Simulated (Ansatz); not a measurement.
# Run report: CH₄AlBO, geometry relaxation

- system: CH₄AlBO
- method: RKS B3LYP-D4/def2-SVP (Ansatz 0.2.0)

It belongs to a series of runs on one base structure; here: end point B relaxed. Figures and captions count atoms from 1; the log counts them from 0 in places.

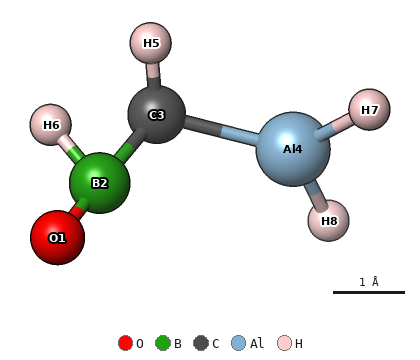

Figure 1. The input geometry (ball-and-stick view, seen at a tilt; atoms are numbered from 1 in the order of the input). Sticks mark near contacts. Bond lengths as drawn: Al–C 2.00 Å, Al–H 1.55 Å, B–C 1.54 Å, B–H 1.17 Å, B–O 1.19 Å and C–H 1.10 Å.

**Summary**

```json
{"quantity": "outcome", "value": "converged"}
{"quantity": "total energy", "value": "−10419.8192 eV"}
{"quantity": "mean-field energy", "value": "−10419.5965 eV"}
{"quantity": "largest force (length of the vector) at the end", "value": "0.014 eV/Å"}
{"quantity": "hardware", "value": "1 thread of Intel Xeon @ 2.90GHz (Ice Lake), 64 GiB of memory available, shared host"}
{"quantity": "wall time", "value": "32 s"}
{"quantity": "peak memory", "value": "0.16 GiB"}
```

**Input**
```yaml
crystal:
  periodic: [false, false, false]
  atoms:
    - { symbol: O, position_ang: [1.65855, 0.63228, 2.1094] }
    - { symbol: B, position_ang: [0.86258, 0.69354, 1.22326] }
    - { symbol: C, position_ang: [-0.16479, 0.72592, 0.07367] }
    - { symbol: Al, position_ang: [-0.40933, -1.04058, -0.83556] }
    - { symbol: H, position_ang: [0.15695, 1.47795, -0.66129] }
    - { symbol: H, position_ang: [0.37488, 1.75334, 1.13451] }
    - { symbol: H, position_ang: [0.41138, -1.44539, -2.08409] }
    - { symbol: H, position_ang: [-1.38738, -2.11537, -0.30189] }
basis:
  gaussian: { orbitals: def2-SVP }
hamiltonian:
  xc: b3lyp
  dispersion: d4
relax:
  f_tol: 0.02
  max_steps: 50
```

Launched with:
```bash
ansatz run input.yaml --threads 1 --pin off --max-ram 2048MiB --backend cpu --events-out ev --progress --plain --runs-dir out
```

**Log**
```
The last accepted step is kept in [file] (removed where the run ends without a failure and the disk answers)
Engine: ansatz 0.2.0, x86_64-unknown-linux-gnu
Functional definition: B3LYP
  parameter a0 = 0.2
  parameter ax = 0.72
  parameter ac = 0.81
  exchange = (1 - a0 - ax)*slater_x + ax*b88_x + a0*exact_x
  correlation = (1 - ac)*vwn_rpa_c + ac*lyp_c
856 factors; integrals over basis functions are off by at most 3.5e-4 eV
mean field evaluation 1: about -10407.9389 eV, gradient 5.8e1 eV
mean field evaluation 2: about -10375.9485 eV, gradient 1.3e2 eV
mean field evaluation 4: about -10414.7346 eV, gradient 1.4e1 eV
mean field evaluation 8: about -10415.2818 eV, gradient 1.6e-1 eV
mean field evaluation 16: about -10415.2819 eV, gradient 1.0e-5 eV
mean field -10415.28188314 eV, -382.7545494739 hartree, gradient 1.0e-5 eV, S^2 0.000000; 0 other end points of the search recorded, 0 dependent functions left out
the calculation of the forces begins
reference -10415.28213738 eV, -382.7545588170 hartree; 18, 18 occupied and 62, 62 virtual orbitals, 856 factors
relax step   1: F+E_penalty+E_count = -10415.49150741 eV  Δ(F+E_penalty+E_count) = +0.000e0 eV  max|allowed force component| = 3.615e0 eV/Å  Δτ_max = 0.0000 Å  (28 SCF iters, accepted)
these checks for a lower state are left out or cut short: starts, cluster_reference, orbital_swaps, neighbouring_geometries, increment
856 factors; integrals over basis functions are off by at most 3.4e-4 eV
mean field -10416.43041161 eV, -382.7967571167 hartree, gradient 1.5e-5 eV, S^2 0.000000; 0 other end points of the search recorded, 0 dependent functions left out
the calculation of the forces begins
reference -10416.43066589 eV, -382.7967664612 hartree; 18, 18 occupied and 62, 62 virtual orbitals, 856 factors
relax step   2: F+E_penalty+E_count = -10416.64156818 eV  Δ(F+E_penalty+E_count) = -1.150e0 eV  max|allowed force component| = 3.069e0 eV/Å  Δτ_max = 0.1932 Å  (31 SCF iters, accepted)
these checks for a lower state are left out or cut short: starts, cluster_reference, orbital_swaps, neighbouring_geometries, increment
856 factors; integrals over basis functions are off by at most 5.3e-4 eV
mean field -10417.45435037 eV, -382.8343861720 hartree, gradient 2.4e-5 eV, S^2 0.000000; 0 other end points of the search recorded, 0 dependent functions left out
the calculation of the forces begins
reference -10417.45460579 eV, -382.8343955584 hartree; 18, 18 occupied and 62, 62 virtual orbitals, 856 factors
relax step   3: F+E_penalty+E_count = -10417.66601213 eV  Δ(F+E_penalty+E_count) = -1.024e0 eV  max|allowed force component| = 3.043e0 eV/Å  Δτ_max = 0.1958 Å  (29 SCF iters, accepted)
these checks for a lower state are left out or cut short: starts, cluster_reference, orbital_swaps, neighbouring_geometries, increment
856 factors; integrals over basis functions are off by at most 6.7e-4 eV
mean field evaluation 32: about -10418.0006 eV, gradient 8.2e0 eV
mean field -10418.32258790 eV, -382.8662933125 hartree, gradient 1.7e-5 eV, S^2 0.000000; 0 other end points of the search recorded, 0 dependent functions left out
the calculation of the forces begins
reference -10418.32284482 eV, -382.8663027544 hartree; 18, 18 occupied and 62, 62 virtual orbitals, 856 factors
relax step   4: F+E_penalty+E_count = -10418.54247975 eV  Δ(F+E_penalty+E_count) = -8.765e-1 eV  max|allowed force component| = 2.921e0 eV/Å  Δτ_max = 0.1951 Å  (29 SCF iters, accepted)
these checks for a lower state are left out or cut short: starts, cluster_reference, orbital_swaps, neighbouring_geometries, increment
856 factors; integrals over basis functions are off by at most 6.4e-4 eV
mean field -10418.87364315 eV, -382.8865442197 hartree, gradient 1.6e-5 eV, S^2 0.000000; 0 other end points of the search recorded, 0 dependent functions left out
the calculation of the forces begins
reference -10418.87390091 eV, -382.8865536919 hartree; 18, 18 occupied and 62, 62 virtual orbitals, 856 factors
relax step   5: F+E_penalty+E_count = -10419.09507157 eV  Δ(F+E_penalty+E_count) = -5.526e-1 eV  max|allowed force component| = 1.556e0 eV/Å  Δτ_max = 0.1991 Å  (29 SCF iters, accepted)
these checks for a lower state are left out or cut short: starts, cluster_reference, orbital_swaps, neighbouring_geometries, increment
856 factors; integrals over basis functions are off by at most 6.4e-4 eV
mean field -10419.23119646 eV, -382.8996840613 hartree, gradient 1.8e-5 eV, S^2 0.000000; 0 other end points of the search recorded, 0 dependent functions left out
the calculation of the forces begins
reference -10419.23145448 eV, -382.8996935432 hartree; 18, 18 occupied and 62, 62 virtual orbitals, 856 factors
relax step   6: F+E_penalty+E_count = -10419.45319415 eV  Δ(F+E_penalty+E_count) = -3.581e-1 eV  max|allowed force component| = 1.046e0 eV/Å  Δτ_max = 0.2000 Å  (29 SCF iters, accepted)
these checks for a lower state are left out or cut short: starts, cluster_reference, orbital_swaps, neighbouring_geometries, increment
856 factors; integrals over basis functions are off by at most 7.6e-4 eV
mean field -10419.47243421 eV, -382.9085493851 hartree, gradient 8.0e-6 eV, S^2 0.000000; 0 other end points of the search recorded, 0 dependent functions left out
the calculation of the forces begins
reference -10419.47269219 eV, -382.9085588658 hartree; 18, 18 occupied and 62, 62 virtual orbitals, 856 factors
relax step   7: F+E_penalty+E_count = -10419.69407091 eV  Δ(F+E_penalty+E_count) = -2.409e-1 eV  max|allowed force component| = 7.219e-1 eV/Å  Δτ_max = 0.2000 Å  (28 SCF iters, accepted)
these checks for a lower state are left out or cut short: starts, cluster_reference, orbital_swaps, neighbouring_geometries, increment
856 factors; integrals over basis functions are off by at most 8.0e-4 eV
mean field evaluation 64: about -10419.5851 eV, gradient 8.7e-4 eV
mean field -10419.58511006 eV, -382.9126901463 hartree, gradient 1.0e-5 eV, S^2 0.000000; 0 other end points of the search recorded, 0 dependent functions left out
the calculation of the forces begins
reference -10419.58536795 eV, -382.9126996235 hartree; 18, 18 occupied and 62, 62 virtual orbitals, 856 factors
relax step   8: F+E_penalty+E_count = -10419.80682468 eV  Δ(F+E_penalty+E_count) = -1.128e-1 eV  max|allowed force component| = 3.849e-1 eV/Å  Δτ_max = 0.2000 Å  (28 SCF iters, accepted)
these checks for a lower state are left out or cut short: starts, cluster_reference, orbital_swaps, neighbouring_geometries, increment
856 factors; integrals over basis functions are off by at most 8.1e-4 eV
mean field -10419.59322970 eV, -382.9129885377 hartree, gradient 9.0e-6 eV, S^2 0.000000; 0 other end points of the search recorded, 0 dependent functions left out
the calculation of the forces begins
reference -10419.59348746 eV, -382.9129980098 hartree; 18, 18 occupied and 62, 62 virtual orbitals, 856 factors
relax step   9: F+E_penalty+E_count = -10419.81538067 eV  Δ(F+E_penalty+E_count) = -8.556e-3 eV  max|allowed force component| = 1.736e-1 eV/Å  Δτ_max = 0.0628 Å  (29 SCF iters, accepted)
these checks for a lower state are left out or cut short: starts, cluster_reference, orbital_swaps, neighbouring_geometries, increment
856 factors; integrals over basis functions are off by at most 8.0e-4 eV
mean field -10419.59573924 eV, -382.9130807614 hartree, gradient 8.4e-6 eV, S^2 0.000000; 0 other end points of the search recorded, 0 dependent functions left out
the calculation of the forces begins
reference -10419.59599662 eV, -382.9130902201 hartree; 18, 18 occupied and 62, 62 virtual orbitals, 856 factors
relax step  10: F+E_penalty+E_count = -10419.81829751 eV  Δ(F+E_penalty+E_count) = -2.917e-3 eV  max|allowed force component| = 2.242e-1 eV/Å  Δτ_max = 0.0217 Å  (30 SCF iters, accepted)
these checks for a lower state are left out or cut short: starts, cluster_reference, orbital_swaps, neighbouring_geometries, increment
856 factors; integrals over basis functions are off by at most 8.0e-4 eV
mean field -10419.59622190 eV, -382.9130984987 hartree, gradient 8.4e-6 eV, S^2 0.000000; 0 other end points of the search recorded, 0 dependent functions left out
the calculation of the forces begins
reference -10419.59647916 eV, -382.9131079531 hartree; 18, 18 occupied and 62, 62 virtual orbitals, 856 factors
relax step  11: F+E_penalty+E_count = -10419.81897783 eV  Δ(F+E_penalty+E_count) = -6.803e-4 eV  max|allowed force component| = 1.062e-2 eV/Å  Δτ_max = 0.0126 Å  (31 SCF iters, accepted)
856 factors; integrals over basis functions are off by at most 8.0e-4 eV
mean field evaluation 96: about -10419.5960 eV, gradient 2.8e-1 eV
```

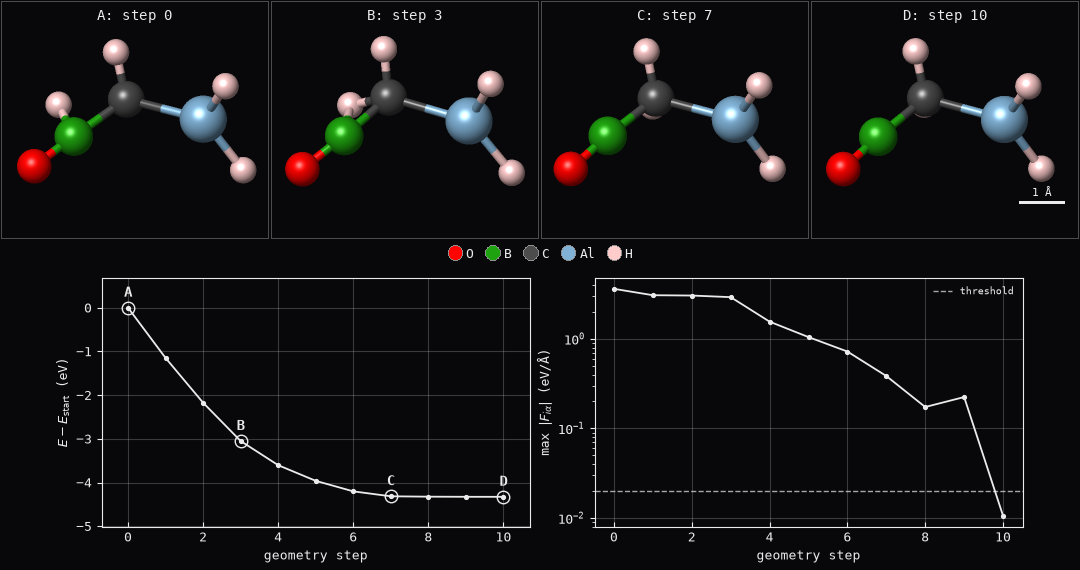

Figure 2. Frames of the relaxation (ball-and-stick view, seen at a tilt) above the curves, on which the letters mark them (the first geometry is step 0 here and step 1 in the log).

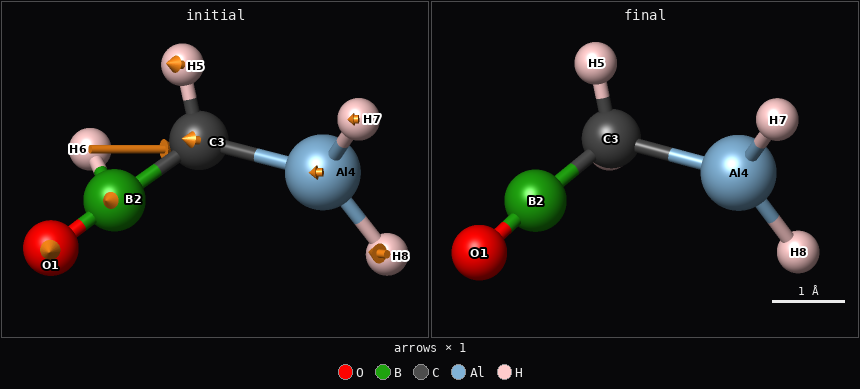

Figure 3. Before (left) and after (right) the relaxation, at one scale (ball-and-stick view, seen at a tilt). The orange arrows give the displacements, at true length. The largest move after the best rigid fit is that of H6, 1.40 Å. Largest moves by element: H 1.40 Å, O 0.41 Å, B 0.29 Å, C 0.28 Å, Al 0.21 Å. Among the contacts that change: B2–H6 1.170 → 2.150 Å, C3–H6 1.572 → 1.104 Å, Al4–H7 1.548 → 1.582 Å, C3–Al4 2.002 → 1.979 Å. New bonds form: C3–H6 (1.57 → 1.10 Å). Bonds break: B2–H6 (1.17 → 2.15 Å). Among the angles that change: H7–Al4–H8 115.6° → 122.3°, B2–C3–Al4 113.7° → 110.1°, C3–Al4–H7 122.2° → 118.9°. Over 10 geometry steps the energy falls by 4.327 eV. The largest force component goes from 3.6 to 0.011 eV/Å. (Atoms are counted from 1 in the order of the input.)

```
mean field -10419.59622190 eV, -382.9130984987 hartree, gradient 8.4e-6 eV, S^2 0.000000; 1 other end points of the search recorded, 0 dependent functions left out
the calculation of the forces begins
reference -10419.59647916 eV, -382.9131079531 hartree; 18, 18 occupied and 62, 62 virtual orbitals, 856 factors
Total energy: -10419.81923509 eV, -382.9212940826 hartree
Atom 0 at     2.019729     0.421473     2.028663 Å, force    -0.010618     0.001089    -0.009665 eV/Å
Atom 1 at     1.160011     0.648995     1.207925 Å, force    -0.002481    -0.002598    -0.005940 eV/Å
Atom 2 at     0.080229     0.836548     0.152999 Å, force     0.009645     0.000555     0.009313 eV/Å
Atom 3 at    -0.346701    -0.898406    -0.699031 Å, force     0.006137    -0.000430     0.006489 eV/Å
Atom 4 at     0.441285     1.550895    -0.606889 Å, force     0.004876     0.000523    -0.003460 eV/Å
Atom 5 at    -0.822235     1.251608     0.633931 Å, force    -0.005361    -0.000529     0.004320 eV/Å
Atom 6 at     0.459693    -1.335041    -1.987680 Å, force     0.000171     0.001730    -0.001262 eV/Å
Atom 7 at    -1.489172    -1.794383    -0.071909 Å, force    -0.002369    -0.000340     0.000205 eV/Å
Dipole moment:    -0.537232     0.138432    -0.514153 e Å
```

**Trajectory as extended XYZ (Å, eV, eV/Å), 11 frames, from step=1 to step=11**
```
8
Properties=species:S:1:pos:R:3:forces:R:3 step=1 energy=-10415.49151
O     1.6585    0.6323    2.1094    2.3485  -0.3394   2.7767
B     0.8626    0.6935    1.2233   -0.4655  -3.4309  -3.2439
C    -0.1648    0.7259    0.0737    1.8710   1.3128   0.9637
Al   -0.4093   -1.0406   -0.8356   -0.5043   0.6681   1.2021
H     0.1570    1.4780   -0.6613    0.2737  -0.2131  -0.3350
H     0.3749    1.7533    1.1345   -3.6152   1.8768  -1.2564
H     0.4114   -1.4454   -2.0841    0.3691   0.3785  -0.4479
H    -1.3874   -2.1154   -0.3019   -0.2774  -0.2528   0.3407
8
Properties=species:S:1:pos:R:3:forces:R:3 step=2 energy=-10416.64157
O     1.6891    0.6108    2.1220    0.0929  -0.2051   0.1883
B     0.9133    0.6579    1.1744    1.7160  -1.7106  -0.5318
C    -0.0896    0.7501    0.0430    1.3355   1.4825   1.4924
Al   -0.4328   -1.0237   -0.7796   -0.3221   0.3960   0.4953
H     0.2308    1.4761   -0.7129    0.3330  -0.0970  -0.2223
H     0.1866    1.7102    1.1376   -3.0688  -0.1563  -1.7244
H     0.4121   -1.3742   -2.0721    0.0549   0.3624   0.0161
H    -1.4067   -2.1255   -0.2545   -0.1415  -0.0720   0.2864
8
Properties=species:S:1:pos:R:3:forces:R:3 step=3 energy=-10417.66601
O     1.7195    0.5990    2.1403   -0.9792  -0.2084  -1.3085
B     0.9773    0.6252    1.1449    3.0435  -1.0569   1.4134
C    -0.0282    0.7829    0.0584    0.4645   1.4047   1.5754
Al   -0.4507   -0.9894   -0.7397   -0.1003   0.2164   0.0617
H     0.2733    1.4813   -0.7238    0.4327   0.0079  -0.3036
H     0.0194    1.6395    1.0641   -2.6325  -0.8284  -1.9980
H     0.4090   -1.3363   -2.0556   -0.1411   0.3720   0.2964
H    -1.4168   -2.1206   -0.2305   -0.0875   0.0927   0.2632
8
Properties=species:S:1:pos:R:3:forces:R:3 step=4 energy=-10418.54248
O     1.7481    0.5801    2.1542   -0.9147  -0.2862  -1.5003
B     1.0469    0.5963    1.1352    2.9206  -0.5352   1.8723
C     0.0055    0.8210    0.1083    0.2549   0.4272  -0.6194
Al   -0.4582   -0.9548   -0.7116    0.0152   0.2359  -0.0082
H     0.3065    1.4855   -0.7353    0.2738  -0.4236   0.3266
H    -0.1287    1.5694    0.9581   -2.3053  -0.0068  -0.6922
H     0.4029   -1.3074   -2.0374   -0.1975   0.3745   0.3947
H    -1.4201   -2.1084   -0.2134   -0.0469   0.2143   0.2265
8
Properties=species:S:1:pos:R:3:forces:R:3 step=5 energy=-10419.09507
O     1.7728    0.5522    2.1570   -0.0414  -0.3258  -0.7655
B     1.1397    0.5928    1.1147    1.2359   0.0321   1.2398
C     0.0610    0.8381    0.1109   -0.5532  -1.1754   1.1870
Al   -0.4595   -0.9288   -0.7064    0.0666   0.1708   0.0946
H     0.3353    1.4408   -0.7021    0.8512   1.0960  -1.5559
H    -0.3153    1.5436    0.8937   -1.3965  -0.3166  -0.5773
H     0.3958   -1.2795   -2.0172   -0.1168   0.2544   0.2039
H    -1.4270   -2.0775   -0.1927   -0.0458   0.2644   0.1733
8
Properties=species:S:1:pos:R:3:forces:R:3 step=6 energy=-10419.45319
O     1.8177    0.5443    2.1468    0.1936  -0.2422  -0.4834
B     1.1779    0.6103    1.1164    0.5909   0.0670   1.0463
C     0.0893    0.8183    0.1051   -0.4557  -0.6647   0.8295
Al   -0.4478   -0.9201   -0.6963    0.1222   0.0182  -0.0942
H     0.4015    1.4630   -0.6834    0.4833   0.7508  -1.0437
H    -0.4754    1.4406    0.8326   -0.8148  -0.2472  -0.4773
H     0.3940   -1.2540   -2.0096   -0.0989   0.0823   0.0983
H    -1.4543   -2.0207   -0.1536   -0.0206   0.2358   0.1245
8
Properties=species:S:1:pos:R:3:forces:R:3 step=7 energy=-10419.69407
O     1.9032    0.5172    2.1301    0.1460  -0.1706  -0.3608
B     1.1959    0.6271    1.1516    0.1653   0.1794   0.7219
C     0.1014    0.8180    0.1274   -0.2492  -0.3651   0.4068
Al   -0.4017   -0.9087   -0.7000   -0.0121  -0.0877  -0.1021
H     0.4211    1.4913   -0.6569    0.2841   0.4210  -0.5481
H    -0.6377    1.3542    0.7539   -0.3235  -0.1971  -0.2577
H     0.3976   -1.2913   -2.0187   -0.0217   0.0601   0.0557
H    -1.4769   -1.9261   -0.1293    0.0111   0.1601   0.0844
8
Properties=species:S:1:pos:R:3:forces:R:3 step=8 energy=-10419.80682
O     1.9941    0.4798    2.0821   -0.1333   0.0089  -0.3451
B     1.1874    0.6528    1.1919    0.0896  -0.0303   0.3849
C     0.0998    0.8144    0.1394   -0.0566  -0.0295   0.2578
Al   -0.3652   -0.9059   -0.7122    0.0101  -0.0349   0.0047
H     0.4365    1.5365   -0.6157    0.0491   0.1114  -0.1647
H    -0.7761    1.2362    0.6705    0.0230  -0.0422  -0.1093
H     0.4356   -1.3245   -2.0101   -0.0136  -0.0225  -0.0126
H    -1.5094   -1.8076   -0.0878    0.0317   0.0392  -0.0156
8
Properties=species:S:1:pos:R:3:forces:R:3 step=9 energy=-10419.81538
O     2.0262    0.4460    2.0500   -0.0290  -0.0199  -0.1155
B     1.1783    0.6506    1.2100   -0.0930   0.0809   0.1083
C     0.0883    0.8323    0.1624    0.0792  -0.0064  -0.1736
Al   -0.3421   -0.8959   -0.7038   -0.0342  -0.0396   0.0056
H     0.4348    1.5474   -0.6091   -0.0174  -0.0573   0.1071
H    -0.8274    1.2294    0.6350    0.0696   0.0091   0.0475
H     0.4456   -1.3483   -1.9998    0.0184   0.0305   0.0153
H    -1.5007   -1.7797   -0.0867    0.0065   0.0026   0.0054
8
Properties=species:S:1:pos:R:3:forces:R:3 step=10 energy=-10419.81830
O     2.0193    0.4327    2.0342    0.1805  -0.0454   0.1715
B     1.1638    0.6523    1.2114   -0.2242   0.0398  -0.2212
C     0.0838    0.8320    0.1523    0.0372   0.0054   0.0680
Al   -0.3462   -0.9028   -0.6985   -0.0029   0.0213  -0.0182
H     0.4429    1.5496   -0.6054    0.0052  -0.0092  -0.0139
H    -0.8183    1.2465    0.6349   -0.0067  -0.0043  -0.0012
H     0.4527   -1.3339   -1.9941    0.0030  -0.0060   0.0083
H    -1.4952   -1.7947   -0.0768    0.0079  -0.0016   0.0067
8
Properties=species:S:1:pos:R:3:forces:R:3 step=11 energy=-10419.81898
O     2.0197    0.4215    2.0287   -0.0106   0.0011  -0.0097
B     1.1600    0.6490    1.2079   -0.0025  -0.0026  -0.0059
C     0.0802    0.8365    0.1530    0.0096   0.0006   0.0093
Al   -0.3467   -0.8984   -0.6990    0.0061  -0.0004   0.0065
H     0.4413    1.5509   -0.6069    0.0049   0.0005  -0.0035
H    -0.8222    1.2516    0.6339   -0.0054  -0.0005   0.0043
H     0.4597   -1.3350   -1.9877    0.0002   0.0017  -0.0013
H    -1.4892   -1.7944   -0.0719   -0.0024  -0.0003   0.0002
```
